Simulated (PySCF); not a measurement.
Molecule: C₃H₇Se, SMILES [Se]C(C)C, doublet. Atoms near the plane z = 0.8 Å, at the PBE0/def2-SVP optimised geometry (x, y, z in Å): C1 (1.4, 0.0, 0.0), C2 (-0.1, 0.0, 0.0), C3 (-0.7, -0.8, 1.1), Se4 (-0.9, 1.9, 0.0), H5 (1.8, -1.0, -0.1), H6 (1.8, 0.5, 0.9), H9 (-0.3, -1.9, 1.0), H11 (-1.8, -0.8, 1.1).

Method: unrestricted PBE0/def2-TZVP (PySCF). Cells within 0.4 Å of a nucleus heavier than hydrogen are left out (blank, or x). The values are rescaled to run from 0 to 1.

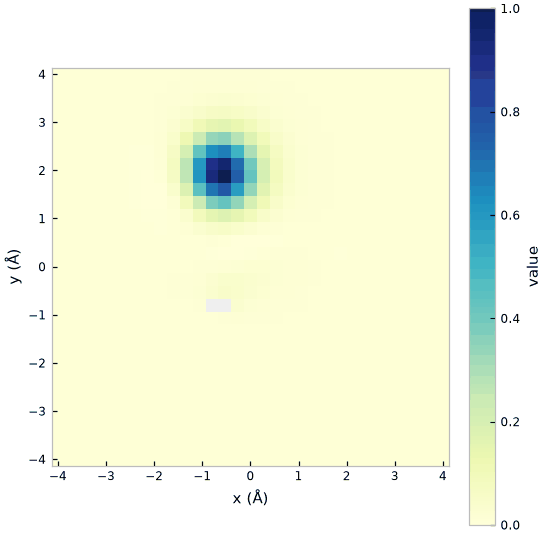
a field on the plane z = 0.8 Å.

Question: Which quantity is mapped?
A) electrostatic potential
B) an orbital amplitude
C) deformation density (molecule minus spherical neutral atoms)
D) spin density

Answer: D, spin density. In full: spin density (e/bohr³).
